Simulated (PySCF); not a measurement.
# C₅H₅F₃Si (SMILES FC1=C[Si](F)(F)C=CC1): what the fields show

```yaml
atoms:
  - { symbol: F, position_ang: [-1.7044, 2.1800, -0.4232] }
  - { symbol: C, position_ang: [-0.8039, 1.1845, -0.2197] }
  - { symbol: C, position_ang: [0.4847, 1.4826, -0.1398] }
  - { symbol: Si, position_ang: [1.7110, 0.1182, 0.1379] }
  - { symbol: F, position_ang: [2.8469, 0.0555, -0.9942] }
  - { symbol: F, position_ang: [2.6260, 0.3526, 1.4355] }
  - { symbol: C, position_ang: [0.6607, -1.4161, 0.2308] }
  - { symbol: C, position_ang: [-0.6616, -1.3565, 0.1055] }
  - { symbol: C, position_ang: [-1.4912, -0.1349, -0.1192] }
  - { symbol: H, position_ang: [0.7770, 2.5172, -0.2403] }
  - { symbol: H, position_ang: [1.1177, -2.3828, 0.3902] }
  - { symbol: H, position_ang: [-1.2541, -2.2626, 0.1638] }
  - { symbol: H, position_ang: [-2.2324, -0.0631, 0.6875] }
  - { symbol: H, position_ang: [-2.0772, -0.2752, -1.0370] }
```

Geometry: GFN2-xTB.

These are results of CAM-B3LYP/def2-SVPD, SCF density, gas phase in PySCF, not measurements.

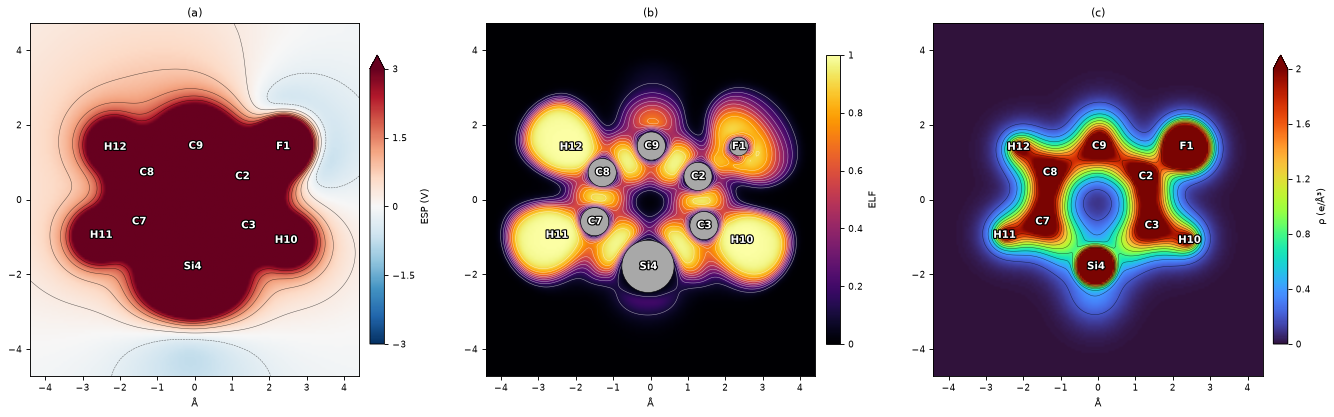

Figure 1. (a) electrostatic potential; (b) ELF; (c) total electron density on the plane of atoms C9, C8 and H12. Grey discs cover the atomic cores in the ELF map.

What do the fields say about this system?

The section cuts through F, C, Si and H sites. C–C (1.33 Å): ρ is about 2.3 e/Å³ halfway; the ELF peaks at about 0.95 between the atoms (a multiple bond). C–F (1.36 Å): ρ is about 2.2 e/Å³ halfway, with its minimum of 1.7 e/Å³ about 0.5 Å from C; the ELF peaks at about 0.85 between the atoms (a polar covalent bond). C–Si (1.86 Å): ρ is about 1 e/Å³ halfway; the ELF peaks at about 0.95 between the atoms; localised, covalent bonding. C–H (1.08 Å): ρ is about 2 e/Å³ halfway; the ELF climbs to about 1 towards the hydrogen, as it does in any bond to H (a covalent bond by its length). C–C (1.49 Å): ρ at the midpoint is about 1.8 e/Å³; the ELF peaks at about 0.95 between the atoms, as expected for a shared electron pair. The ELF also peaks beside F1, away from the bonds: lone-pair regions. Outside the dense part of the molecule the potential is most negative (−0.7 V) near F5, which lies off the plane.

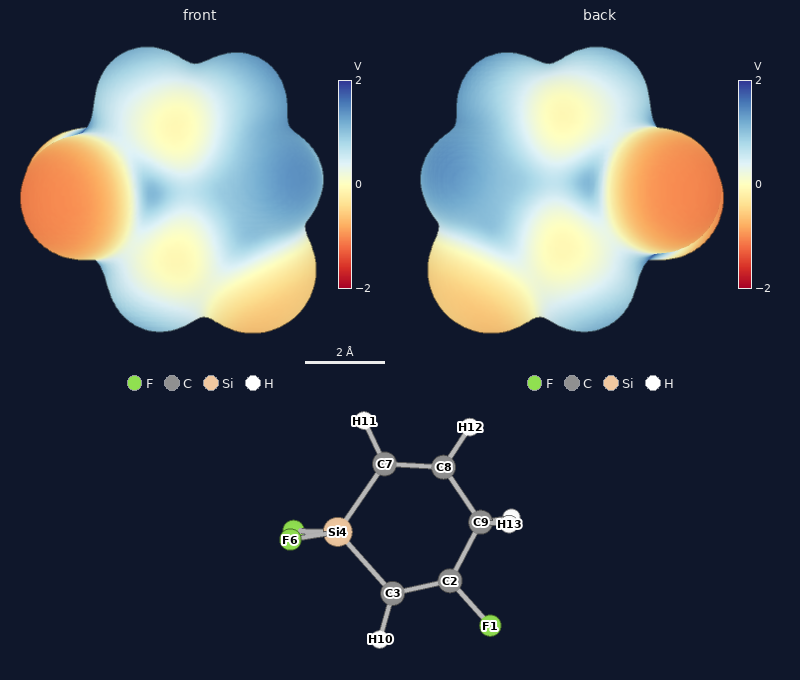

Figure 2. The electrostatic potential painted on the density surface at 0.002 e/bohr³, seen from the front and from behind; the colour scale runs from red (negative) to blue (positive). The bare structure is drawn below in the same view.

Where is the surface potential most negative and most positive?

The most negative region (about −1.1 V, or −25 kcal/mol for a unit charge) lies over F5 and F6, the most positive (about +1.5 V, or +35 kcal/mol for a unit charge) over Si4.

What dipole moment does the calculation give?

Its dipole moment is 3.41 D.
